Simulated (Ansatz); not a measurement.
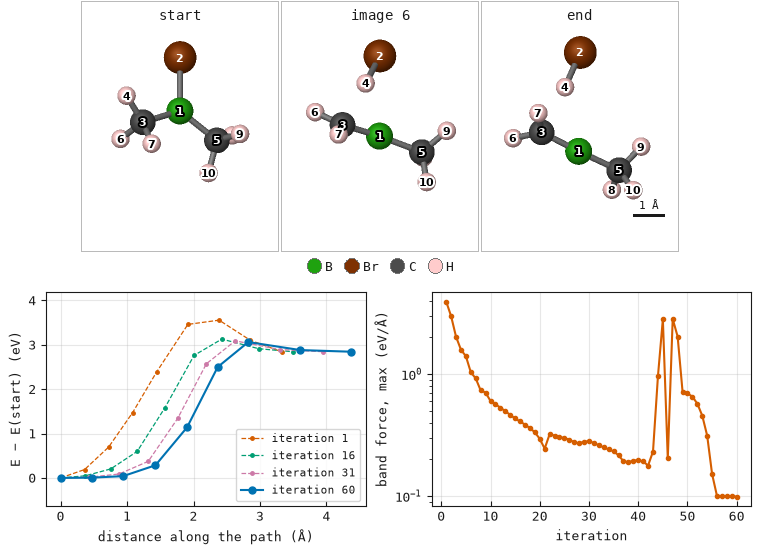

A nudged-elastic-band calculation for C2H6BBr. Images are numbered from 0 (start) to 8 (end). The plot follows the band through its iterations. Style: ball-and-stick. Shown at a tilt.

All numbers below come from RKS PBE0-D4/def2-SVP (Ansatz). Run with 7 movable images; climbing image from the first iteration; force threshold 0.03 eV/Å; iteration limit 60; optimiser FIRE; starting path through a guess of the saddle point.

### Judge this run.

The result isn't final. The band hadn't converged when the run stopped after 60 iterations. The largest component of the band force went from 3.9 to 0.099 eV/Å. The barrier read from it is provisional, though the highest image hardly moved in the last two iterations. The first iteration put the highest image at 3.56 eV. The highest point, image 6, lies 3.06 eV above the start and 0.22 eV above the end; the end is at +2.84 eV relative to the start.

Cost: 13 min on 2 threads of Arm Neoverse V2, on a shared host, peak memory 0.23 GiB.
